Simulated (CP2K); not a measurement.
# HCl (hydrogen chloride): revPBE-D3(BJ)/TZV2P-MOLOPT-PBE-GTH (core potential)

Aim: the vertical ionisation energy of HCl (hydrogen chloride) at revPBE-D3(BJ)/TZV2P-MOLOPT-PBE-GTH (core potential), from 2 runs. 

Program for the calculation: CP2K 2026.2.

## 1. The molecule

HCl: 2 atoms, total charge 0, spin state singlet. SMILES: `Cl`. The coordinates come from a PBE0-D4/def2-TZVP relaxation.

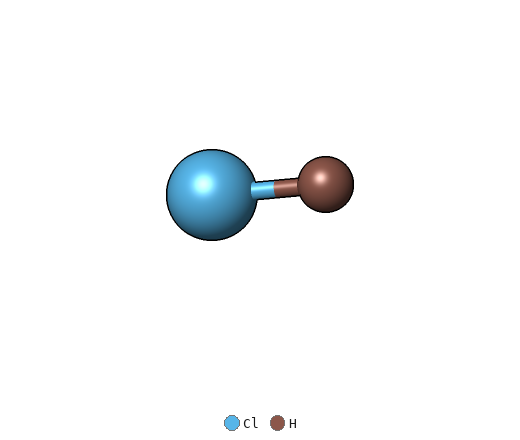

Viewed from a chosen angle; chlorine blue, hydrogen brown.

## 2. The energy at revPBE-D3(BJ)/TZV2P-MOLOPT-PBE-GTH (core potential)

calc.inp reads:

```
&GLOBAL
  PROJECT_NAME calc
  RUN_TYPE ENERGY
  PRINT_LEVEL MEDIUM
&END GLOBAL

&FORCE_EVAL
  METHOD QS
  &DFT
    BASIS_SET_FILE_NAME BASIS_MOLOPT_UZH
    POTENTIAL_FILE_NAME POTENTIAL_UZH
    ! Quickstep
    &QS
      METHOD GPW
      EPS_DEFAULT 1.0E-10
    &END QS
    ! plane-wave cutoff in Ry
    &MGRID
      CUTOFF 400
      REL_CUTOFF 50
      NGRIDS 4
    &END MGRID
    &POISSON
      PERIODIC NONE
      POISSON_SOLVER WAVELET
    &END POISSON
    ! self-consistent field
    &SCF
      SCF_GUESS ATOMIC
      EPS_SCF 1.0E-06
      MAX_SCF 40
      &OT
        MINIMIZER DIIS
        PRECONDITIONER FULL_SINGLE_INVERSE
      &END OT
      &OUTER_SCF
        EPS_SCF 1.0E-06
        MAX_SCF 8
      &END OUTER_SCF
    &END SCF
    &XC
      &XC_FUNCTIONAL
        &PBE
          PARAMETRIZATION REVPBE
        &END PBE
      &END XC_FUNCTIONAL
      &VDW_POTENTIAL
        POTENTIAL_TYPE PAIR_POTENTIAL
        &PAIR_POTENTIAL
          TYPE DFTD3(BJ)
          PARAMETER_FILE_NAME dftd3.dat
          REFERENCE_FUNCTIONAL revPBE
          R_CUTOFF 15
        &END PAIR_POTENTIAL
      &END VDW_POTENTIAL
    &END XC
    ! extra output
    &PRINT
      &MOMENTS
        PERIODIC F
        REFERENCE COM
        MAX_MOMENT 1
      &END MOMENTS
      &MO_CUBES
        NLUMO 1
        NHOMO -1
        WRITE_CUBE F
      &END MO_CUBES
      &HIRSHFELD OFF
      &END HIRSHFELD
    &END PRINT
  &END DFT
  &SUBSYS
    &CELL
      ABC 11.1 11.1 11.1
      PERIODIC NONE
    &END CELL
    &COORD
      Cl     0.546000    -0.178500     0.280800
      H     -0.546000     0.178500    -0.280800
    &END COORD
    &TOPOLOGY
      &CENTER_COORDINATES
      &END CENTER_COORDINATES
    &END TOPOLOGY
    &KIND Cl
      BASIS_SET TZV2P-MOLOPT-PBE-GTH-q7
      POTENTIAL GTH-PBE-q7
    &END KIND
    &KIND H
      BASIS_SET TZV2P-MOLOPT-PBE-GTH-q1
      POTENTIAL GTH-PBE-q1
    &END KIND
  &END SUBSYS
&END FORCE_EVAL
```

On the command line:

```console
$ OMP_NUM_THREADS=1 cp2k.psmp -i calc.inp -o calc.out
```

Output, cut to the lines that bear on the results:

```text
CP2K| version string:                                       CP2K version 2026.2
[...]
 GLOBAL| Method name                                                        CP2K
[...]
 GLOBAL| Run type                                                         ENERGY
[...]
 DFT| Spin restricted Kohn-Sham (RKS) calculation                            RKS
 DFT| Multiplicity                                                             1
[...]
 DFT| Charge                                                                   0
[...]
 FUNCTIONAL| PBE:
[...]
 QS| Method:                                                                 GPW
[...]
 QS| Density cutoff [a.u.]:                                                200.0
[...]
 QS| Relative density cutoff [a.u.]:                                        25.0
[...]
                             - Atoms:                                          2
[...]
                             - Spherical basis functions:                     43
[...]
 Number of electrons:                                                          8
[...]
     1 OT DIIS     0.80E-01    1.9     0.09830146       -15.4981402166 -1.55E+01
[...]
    12 OT DIIS     0.80E-01    1.6     0.00000096       -15.6056464809 -6.59E-11
  *** SCF run converged in    12 steps ***
[...]
  Overlap energy of the core charge distribution:               0.00000034884380
  Self energy of the core charge distribution:                -35.10797947250061
  Core Hamiltonian energy:                                      8.20076785546320
  Hartree energy:                                              14.57262108102117
  Exchange-correlation energy:                                 -3.27015690487465
  Dispersion energy:                                           -0.00089938888600
  Total energy:                                               -15.60564648093309
[...]
                     Mulliken Population Analysis
 #  Atom  Element  Kind  Atomic population                           Net charge
       1     Cl       1          7.177448                             -0.177448
       2     H        2          0.822552                              0.177448
 # Total charge                              8.000000                 -0.000000
[...]
  Dipole moment [Debye]
    X= -0.8944246E+00 Y=  0.2924067E+00 Z= -0.4599901E+00  Total=      1.0474197
[...]
 HOMO - LUMO gap [eV] :    7.488538
 ENERGY| Total FORCE_EVAL ( QS ) energy [hartree]            -15.605646480933094
[...]
```

It took 21 s on 1 thread of Arm Neoverse V2, shared host; peak memory 0.9 GiB.

## 3. The doublet cation, same level

molecule.inp reads:

```
&global
 project_name molecule
 run_type ENERGY
 print_level MEDIUM
&end global

&force_eval
 method Quickstep
 &dft
  basis_set_file_name BASIS_MOLOPT_UZH
  potential_file_name POTENTIAL_UZH
  charge 1
  multiplicity 2
  spin_polarized T
  &qs
   method GPW
   eps_default 1.0E-10
  &end qs
  &mgrid
   cutoff 400
   rel_cutoff 50
   ngrids 4
  &end mgrid
  &poisson
   periodic NONE
   poisson_solver WAVELET
  &end poisson
  &scf
   scf_guess ATOMIC
   eps_scf 1.0E-06
   max_scf 40
   &ot ON
    minimizer DIIS
    preconditioner FULL_ALL
   &end ot
   &outer_scf
    eps_scf 1.0E-06
    max_scf 5
   &end outer_scf
  &end scf
  &xc
   &xc_functional
    &pbe
     parametrization REVPBE
    &end pbe
   &end xc_functional
   &vdw_potential
    potential_type PAIR_POTENTIAL
    &pair_potential
     type DFTD3(BJ)
     parameter_file_name dftd3.dat
     reference_functional revPBE
     r_cutoff 15
    &end pair_potential
   &end vdw_potential
  &end xc
  &print
   &moments
    periodic F
    reference COM
    max_moment 1
   &end moments
   &mo_cubes
    nlumo 1
    nhomo -1
    write_cube F
   &end mo_cubes
   &hirshfeld OFF
   &end hirshfeld
  &end print
 &end dft
 &subsys
  &cell
   abc [angstrom] 11.1 11.1 11.1
   periodic NONE
  &end cell
  &coord
   Cl     6.096000     5.371500     5.830800
   H      5.004000     5.728500     5.269200
  &end coord
  &kind Cl
   basis_set TZV2P-MOLOPT-PBE-GTH-q7
   potential GTH-PBE-q7
  &end kind
  &kind H
   basis_set TZV2P-MOLOPT-PBE-GTH-q1
   potential GTH-PBE-q1
  &end kind
 &end subsys
&end force_eval
```

On the command line:

```console
$ OMP_NUM_THREADS=1 cp2k.psmp molecule.inp > molecule.out
```

Output, cut to the lines that bear on the results:

```text
CP2K| version string:                                       CP2K version 2026.2
[...]
 GLOBAL| Method name                                                        CP2K
[...]
 GLOBAL| Run type                                                         ENERGY
[...]
 DFT| Spin unrestricted (spin-polarized) Kohn-Sham calculation               UKS
 DFT| Multiplicity                                                             2
[...]
 DFT| Charge                                                                   1
[...]
 FUNCTIONAL| PBE:
[...]
 QS| Method:                                                                 GPW
[...]
 QS| Density cutoff [a.u.]:                                                200.0
[...]
 QS| Relative density cutoff [a.u.]:                                        25.0
[...]
                             - Atoms:                                          2
[...]
                             - Spherical basis functions:                     43
[...]
 Number of electrons:                                                          4
[...]
     1 OT DIIS     0.15E+00    2.8     0.05452179       -14.9851903191 -1.50E+01
[...]
    12 OT DIIS     0.15E+00    2.7     0.00000055       -15.1420769519 -1.46E-10
  *** SCF run converged in    12 steps ***
[...]
  Overlap energy of the core charge distribution:               0.00000034884380
  Self energy of the core charge distribution:                -35.10797947250061
  Core Hamiltonian energy:                                      7.89573475311645
  Hartree energy:                                              15.02645687307702
  Exchange-correlation energy:                                 -2.95539006550562
  Dispersion energy:                                           -0.00089938888600
  Total energy:                                               -15.14207695185497
[...]
                     Mulliken Population Analysis
 #  Atom  Element  Kind  Atomic population (alpha,beta) Net charge  Spin moment
       1     Cl       1         3.632638     2.642449     0.724912     0.990189
       2     H        2         0.367362     0.357551     0.275088     0.009811
 # Total charge and spin        4.000000     3.000000     1.000000     1.000000
[...]
  Dipole moment [Debye]
    X= -0.1318014E+01 Y=  0.4308881E+00 Z= -0.6778300E+00  Total=      1.5434633
[...]
 HOMO - LUMO gap [eV] :    0.700895
 ENERGY| Total FORCE_EVAL ( QS ) energy [hartree]            -15.142076951854968
[...]
```

Wall time 34 s (1 thread of Arm Neoverse V2, shared host); peak memory 1.2 GiB.

## 4. Results

Level: revPBE-D3(BJ)/TZV2P-MOLOPT-PBE-GTH (core potential).

| quantity | value |
| --- | --- |
| singlet HCl: total energy | -15.60565 Eh |
| singlet HCl: dipole moment | 1.05 D |
| singlet HCl: HOMO energy | -7.92 eV |
| singlet HCl: LUMO energy | -0.43 eV |
| singlet HCl: HOMO–LUMO gap | 7.49 eV |
| singlet HCl: dispersion energy | -2.36 kJ/mol |
| doublet cation: total energy | -15.14208 Eh |
| doublet cation: HOMO energy (highest over α and β) | -17.85 eV |
| doublet cation: LUMO energy (lowest over α and β) | -17.15 eV |
| doublet cation: dispersion energy | -2.36 kJ/mol |
| doublet cation: ⟨S²⟩ | 0.755 |
| vertical ionisation energy (to the doublet cation) | 12.614 eV |

The vertical ionisation energy comes to 12.61 eV (291 kcal/mol). The negative HOMO energy of the first species, 7.92 eV, lies 4.69 eV below that difference.
